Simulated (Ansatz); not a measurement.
# Screening in SnO2 (Pnnm), part 2 of 2

How strongly does SnO2 (Pnnm) screen? Routes: perturbation theory, a sum over states and the RPA step of G0W0.

Ansatz 0.2.0; linear response on LDA, plane waves, PAW. Known limits of the many-body steps: not at the basis limit; no spin-orbit coupling; coarse k mesh.

So far. Step 2 (Response to a homogeneous field): One over ε∞ averages 0.20, somewhat under the quarter of exact exchange in PBE0. Step 3 (Independent-particle spectrum): The sum gives ε∞ = 5.20, 5.11 and 5.39 without local fields.

## Step 3: Independent-particle spectrum (continued)

Level of this step: independent-particle optics on LDA, plane waves, PAW; PAW set soft_1 (Ansatz).

Independent particles, no local fields, Gaussian width 0.2 eV. ε₁ against photon energy:

| photon energy (eV) | xx | yy | zz |
| --- | --- | --- | --- |
| 0.0 | 5.12 | 5.03 | 5.32 |
| 2.5 | 4.84 | 4.85 | 6.48 |
| 5.0 | 5.65 | 5.67 | 5.85 |
| 7.5 | 3.19 | 2.88 | 5.68 |
| 10.0 | 0.575 | 0.892 | -0.815 |
| 12.5 | 2.18 | 2.13 | 1.27 |
| 15.0 | -0.239 | 0.0951 | -0.107 |
| 17.5 | -0.178 | -0.106 | -0.304 |
| 20.0 | 0.326 | 0.206 | 0.145 |
| 22.5 | 0.364 | 0.369 | 0.512 |
| 25.0 | 0.610 | 0.593 | 0.579 |

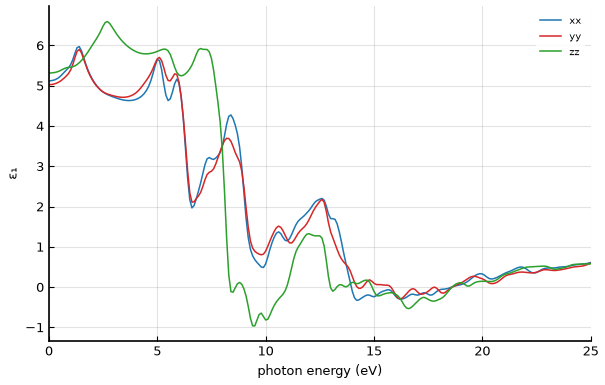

ε₁, plotted against photon energy.

## Step 4: RPA screening from the G0W0 run

G0W0 replaces the xc potential by the self-energy, built once from these orbitals. Only a window of levels is corrected, while the sums run over the empty bands that the input names. This step takes PAW set soft_1 files.

This step: G0W0 on LDA, plane waves, PAW; PAW set soft_1.

input.yaml

```yaml
crystal:
  lattice:
    - [4.788004, 0.0, 0.0]
    - [0.0, 4.866582, 0.0]
    - [0.0, 0.0, 3.240898]
  atoms:
    - { symbol: Sn, position: [0.5, 0.5, 0.5] }
    - { symbol: Sn, position: [0.0, 0.0, 0.0] }
    - { symbol: O, position: [0.291855, 0.321042, 0.0] }
    - { symbol: O, position: [0.791855, 0.178958, 0.5] }
    - { symbol: O, position: [0.208145, 0.821042, 0.5] }
    - { symbol: O, position: [0.708145, 0.678958, 0.0] }
kpoints:
  mp_grid: { grid: [4, 4, 6] }
hamiltonian:
  xc: lda
  pseudopotentials: { kind: paw, azcp: { folder: soft_1 }, xc_functional: pbe }
scf:
  occupations: { method: fixed }
gw:
  n_empty_bands: 598
  ecut_chi: 230.0
  qp_bands: [v2, c2]
  qp_kpoints: band_edges
  screening: { model: contour_deformation }
```

Started as:

```
> ansatz run input.yaml --threads 2 --pin off --max-ram 92160MiB --backend cuda --events-out ev --progress --plain --runs-dir out --devices 1 --max-vram 13GiB
```

Numbers of over 12 decimals in the logs are rounded to 6 here.

Log:

```text
GPUs: using 1 of 1 available (devices: 1).
[...]
GPU FFT provider: cuFFT
GPU libraries: cuBLAS 13.8.2, cuFFT 12.4.0, cuSOLVER 12.3.4
Crystal: 6 atoms, lattice volume = 75.517 Å³
Basis set: ecut = 420 eV, 1479 PW (Γ)
Bands: 32, of which v1, the nominal top of the filled ones, is band 26 counted from 1 (25 counted from 0)
Symmetry: 8 space group operations
[...]
k-points: 36 of 96
[...]
1    28     14.2511   -13.5293    -5.2116   -19.8787  0.7552    15.4354    15.3890  root
[...]
35    25      7.6328   -26.4266     5.2635   -20.3367  0.7117     6.7797     6.8064  root
    35    26      7.6328   -26.4266     5.2635   -20.3367  0.7117     6.7797     6.8064  root
    35    27     12.5262   -13.6041    -4.5228   -19.1493  0.7838    13.5880    13.5486  root
    35    28     12.5262   -13.6041    -4.5228   -19.1493  0.7838    13.5880    13.5486  root
[key lines of the parts left out:]
SCF converged after 7 iterations
Free energy (F): -13980.355595 eV
Fermi energy:    8.285784 eV
```

The job ended after 72 s (1 × NVIDIA H100 80GB HBM3 (shared by 6 runs) with 2 threads of AMD EPYC 7R13 (Zen 3), shared host; peak memory 4 GiB; 2.1 min of CPU time).

Numbers from this step:

```
bands summed                                 : 624
RPA ε∞ on this mesh (eigenvalues)            : 5.140, 5.409, 5.435
plane waves in the screening matrix          : 583
G0W0 gap on the mesh                         : 1.950 eV
k of the valence top                         : 0, 0, 0
k of the conduction bottom                   : 0, 0, 0
starting gap on the mesh                     : 0.6854 eV
least direct G0W0 gap on the computed points : 1.950 eV
```

The gap on the mesh goes from 0.69 eV to 1.95 eV, a correction of +1.26 eV. Between the two edge states, bare exchange in place of the xc potential would open the gap by 8.59 eV, and correlation takes back 7.32 eV.

Mean over the mesh in bins of 0.25 1/Å. Static inverse dielectric function, diagonal against length of q+G:

| length of q+G (Å⁻¹) | static inverse dielectric function, diagonal |
| --- | --- |
| 1 | 0.383 |
| 2 | 0.617 |
| 3 | 0.782 |
| 4 | 0.875 |
| 5 | 0.928 |
| 6 | 0.960 |
| 7 | 0.978 |

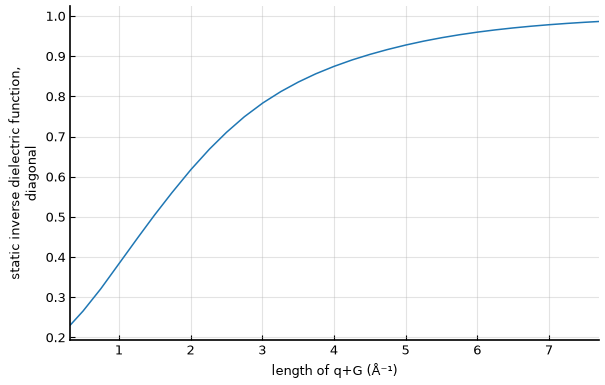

Static inverse dielectric function, diagonal against length of q+G.

## Step 5: The values together

Times are wall times on 1 × NVIDIA H100 80GB HBM3 (shared by 6 runs) with 2 threads of AMD EPYC 7R13 (Zen 3), shared host, good to a factor of about two.

| method | mesh | ε∞, low | middle | high | mean | time |
| --- | --- | --- | --- | --- | --- | --- |
| perturbation theory (local fields and xc kernel) | 4×4×6 (response on 640 points) | 4.99 | 4.99 | 5.26 | 5.08 | 45 s |
| sum over states (no local fields) | 6×6×8 | 5.11 | 5.20 | 5.39 | 5.23 | 2.1 min |
| RPA with local fields, on the GW mesh | 4×4×6 | 5.14 | 5.41 | 5.43 | 5.33 | 72 s |

## Step 6: Outcome

```yaml
perturbation_theory_local_fields_and_xc_kernel: 4.99, 4.99, 5.26
sum_over_states_no_local_fields: 5.11, 5.20, 5.39
rpa_with_local_fields_on_the_gw_mesh: 5.14, 5.41, 5.43
```

In words: Mean Born effective charge: Sn1 4.29, O3 -2.14 e. The most distinct maxima of the ε₂ (xx) lie at 6.3, 9.0 and 13.6 eV, the highest at 9 eV. The most distinct maxima of the loss function (xx) lie at 19.4, 20.8 and 22.5 eV, the highest at 20.8 eV. The sum without local fields gives 5.23 in the mean against 5.08 by perturbation theory; local fields lower ε∞ and the xc kernel gives part of it back, though the sum also carries the error of its own mesh. The RPA values on the 4×4×6 mesh average 1.05 times those of perturbation theory (means 5.33 and 5.08). Without the xc kernel RPA should lie a little lower; it lies higher here. Perturbation theory sums its response on a denser mesh of its own, so the coarser sum of the GW run is the likely cause. LDA usually puts the gap too low, which tends to raise ε∞. Ions are clamped, so the lattice part of the static constant is not in these numbers.

[Paths, hosts, dates, memory and timing lines, banners, echoed tables and standing remarks are left out of the program output.]

[Logs are printed without paths, hosts, clocks, repeated set-up lines and the standing remarks that a program may print on its own settings, such as how far it seeks lower states.]

[Runs of the session that timed out or met a known fault of the program may be left out.]

[Cells called generated may have been cut or substituted from an entry of the Crystallography Open Database or the Materials Project.]

[Hosts, paths, dates, database ids (printed as entryN), source tags and the programs' standing remarks are cut or masked in the printed files.]
